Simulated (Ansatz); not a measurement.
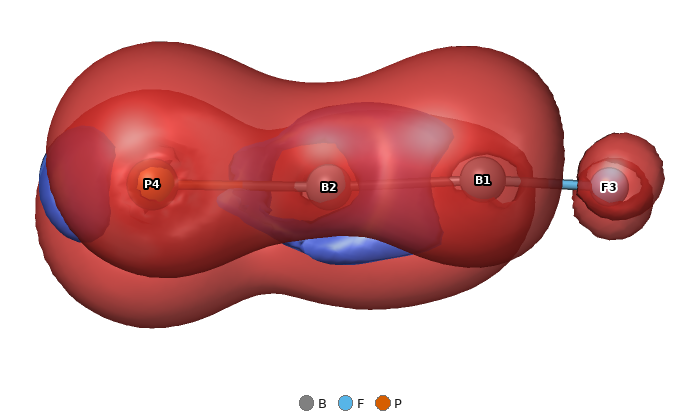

Figure 1: B$_{2}$FP (SMILES F[B+][B-]#P) (triplet). Isosurfaces of the spin density at +0.02 (red) and −0.02 e/Å³ (blue), seen from one side.

Geometry: PBE-D3(BJ)/def2-SVP.

Level of theory: isolated molecule in a Gaussian basis; Kohn-Sham density functional theory, functional PBE0 (Ansatz).

| atom | x (Å) | y (Å) | z (Å) |
| --- | --- | --- | --- |
| B | -2.4802 | -0.0067 | 1.0539 |
| B | -1.0798 | 0.2371 | 1.7300 |
| F | -3.6564 | 0.2228 | 0.5537 |
| P | 0.5490 | 0.1456 | 2.4579 |

Which atoms carry the spin?

Answer. The unpaired spin (2 electrons) lies mostly on P4 (about 0.9), B1 (about 0.5) and B2 (about 0.5), in electrons by Hirshfeld's partition.
